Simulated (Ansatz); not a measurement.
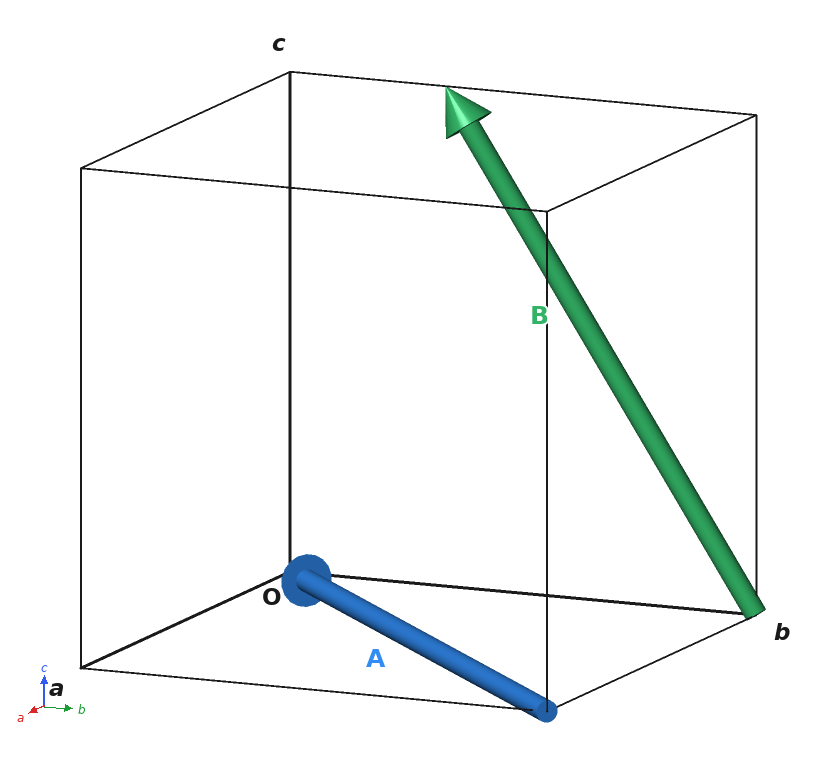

Crystal: Tl2Se, the end point of a relaxation with DFT, PBE, PAW with Ansatz's default frozen-core files, scalar-relativistic in Ansatz 0.2.0; the starting structure was generated, so it need not be a known form of this composition. Each arrow starts at a corner of the unit cell and ends on its surface; where a tip isn't a corner, dashed lines run from it parallel to the axes. All values are computed from the atomic coordinates in the standard setting (tolerance 0.002 Å).

a = 7.560 Å, b = 7.560 Å, c = 7.560 Å, α = 90.00°, β = 90.00°, γ = 90.00°.

### Which lattice directions are drawn?

Arrow A runs from (1, 1, 0) to (0, 0, 0), so [−1 −1 0]; Arrow B runs from (0, 1, 0) to (0, 1/3, 1), so [0 −2 3].

### How long is the vector ua + vb + wc in each case, and what angles do the directions make?

A 10.691 Å; B 27.257 Å. A–B: 66.9°.
